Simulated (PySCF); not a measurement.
# C3H7O2S2Si (SMILES [O]CO[SiH]1SCCS1) (doublet): what the fields show

| atom | x (Å) | y (Å) | z (Å) |
| --- | --- | --- | --- |
| O | 1.7981 | 1.5907 | 0.2627 |
| C | 2.5494 | 0.5224 | 0.0884 |
| O | 2.0237 | -0.3733 | -0.9131 |
| Si | 0.5445 | -0.0256 | -1.4222 |
| S | -0.2492 | 1.1656 | 0.2323 |
| C | -1.5684 | -0.0624 | 0.7222 |
| C | -2.1183 | -0.7823 | -0.4840 |
| S | -0.7989 | -1.6719 | -1.4065 |
| H | 2.6836 | -0.0984 | 0.9931 |
| H | 3.5473 | 0.8213 | -0.2769 |
| H | 0.4823 | 0.8010 | -2.6136 |
| H | -2.3404 | 0.5215 | 1.2192 |
| H | -1.1274 | -0.7604 | 1.4322 |
| H | -2.5987 | -0.0895 | -1.1734 |
| H | -2.8318 | -1.5506 | -0.1878 |

Geometry: GFN2-xTB.

The calculation used UKS B3LYP, pcH-1 on C H O S Si, non-relativistic, mean-field spin-orbit, GIAO (PySCF).

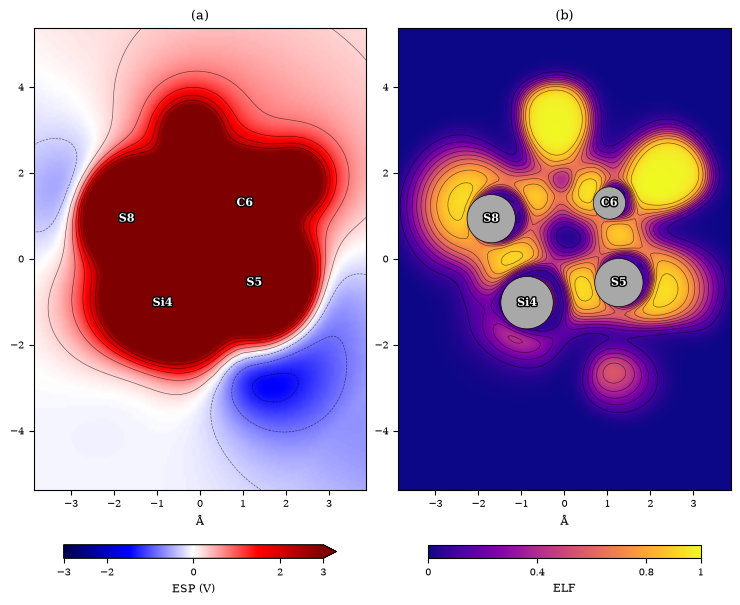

Figure 1. (a) electrostatic potential; (b) electron localisation function on the plane of atoms S5, Si4 and S8. Grey discs cover the atomic cores in the ELF map.

Interpret the plot.

- The section cuts through Si, S and C sites.
- C–S (1.87 Å): the ELF peaks at about 0.90 between the atoms, as expected for localised, covalent bonding.
- Si–S (2.12 Å): the ELF peaks at about 0.90 between the atoms; a shared electron pair.
- The ELF also peaks beside S5 and S8, away from the bonds: non-bonding electrons, paired or unpaired.
- Outside the dense part of the molecule the potential is most negative (−1.5 V) near O1, which lies off the plane.

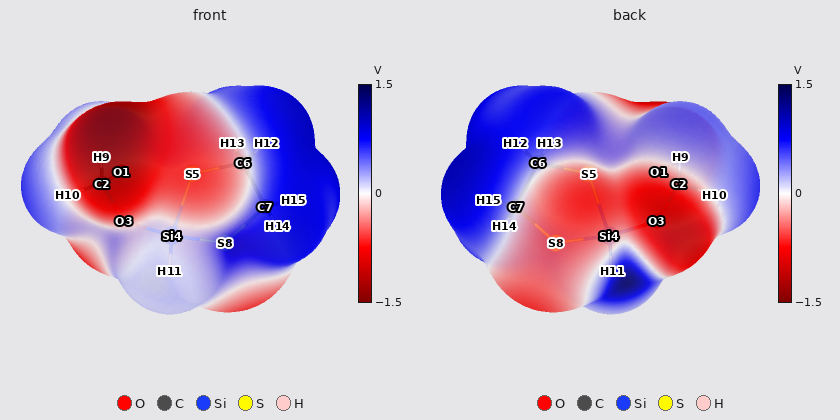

Figure 2. The electrostatic potential painted on the density surface at 0.001 e/bohr³, seen from the front and from behind; the colour scale runs from red (negative) to blue (positive).

Which sites attract a positive test charge, and which a negative one?

A positive charge is drawn to the negative regions and a negative charge to the positive ones. The most negative region (about −1.4 V, or −32 kcal/mol for a unit charge) lies over O1, the most positive (about +1.2 V, or +28 kcal/mol for a unit charge) over Si4. O1 is the likeliest acceptor of a hydrogen bond.
